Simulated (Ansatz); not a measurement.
```xyz
9

Si   -0.523    0.705    0.061
S     0.705    1.102   -1.667
C    -0.059   -1.072    0.442
H     0.622   -1.250   -0.382
H    -1.918    0.897   -0.391
H    -0.261    1.649    1.175
H     1.866    0.951   -1.010
H     0.460   -1.206    1.395
H    -0.891   -1.777    0.378
```

### Where will the first 7 clear peaks of this molecule's radial distribution curve from gas electron diffraction lie, and which pairs make them?

Peak 1, 1.10 Å: C–H 1.08–1.09 Å (×3)
Peak 2, 1.44 Å: S–H 1.34 Å, Si–H 1.48 Å (×2), not resolved
Peak 3, 1.88 Å: Si–C 1.88 Å
Peak 4, 2.16 Å: S–Si 2.16 Å
Peak 5, 2.60 Å: Si···H 2.53–2.63 Å (×3), S···H 2.68 Å, not resolved
Peak 6, 3.10 Å: C···H 2.83–3.15 Å (×3), S···H 2.92–3.05 Å (×2), S···C 3.12 Å, not resolved
Peak 7, 3.86 Å: H···H 3.57–4.12 Å (×4), S···H 3.84–3.88 Å (×2), not resolved

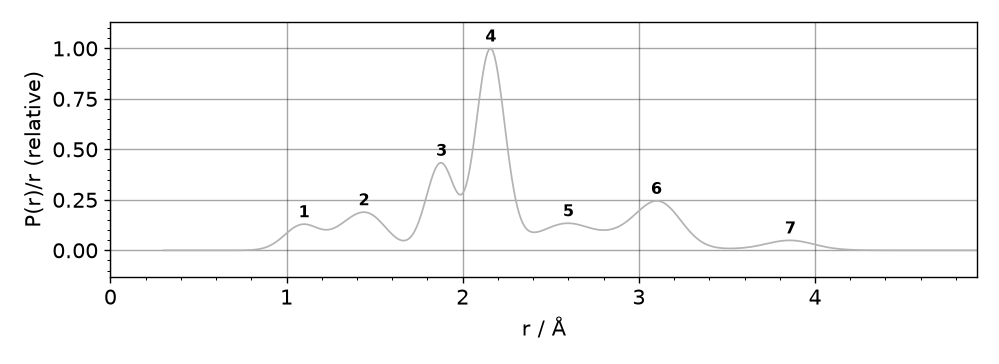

Simulated gas electron diffraction: radial distribution curve of CH6SSi. Each pair of atoms contributes with weight ZᵢZⱼ/r; damping constant 0.002 Å²; vibrational amplitudes assumed, not computed: 0.05 Å for bonds, 0.078 Å for bonds to H, 0.06 + 0.015 r up to 0.15 Å for other pairs. The geometry is the end point of an optimisation (RKS PBE0-D4/6-31G* in Ansatz 0.2.0); it may be a saddle point or a higher isomer.
